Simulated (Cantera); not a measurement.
A closed system holds: 1 mol SiCl₄, 110 mol H₂, 0.042 mol CH₄, held at 4600 Pa.

Cantera equilibrium calculation (NASA polynomials, part measured and part estimated; ideal gas, pure solids and liquids). Candidate condensed phases: C, C₆H₆, C₇H₈, C₈H₁₈, Si, SiC; 109 gas species. Mutual solubility and eutectic melting of coexisting phases are not modelled. The tables' values for SiCl, SiCl₃ are old estimates; treat these amounts as uncertain. Gases not in the tables: Si₂H₆ and higher silanes. Kinetics and transport are ignored.

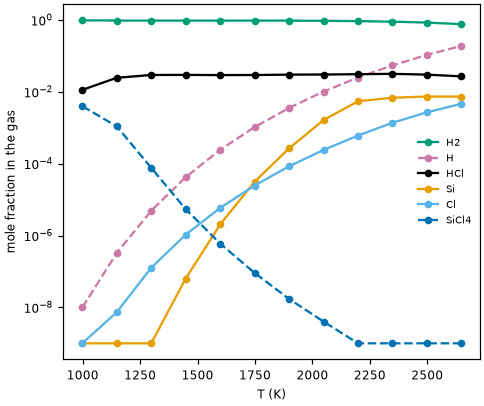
Equilibrium gas composition (values under 1e-9 drawn at 1e-9)

From 998 K to 1598 K the condensed part is Si(s) + SiC(s). From 1748 K to 2048 K the condensed part is Si(l) + SiC(s). From 2198 K to 2648 K nothing is condensed. The main Si-bearing gas is SiCl₄ at 998 K and Si at 2648 K.
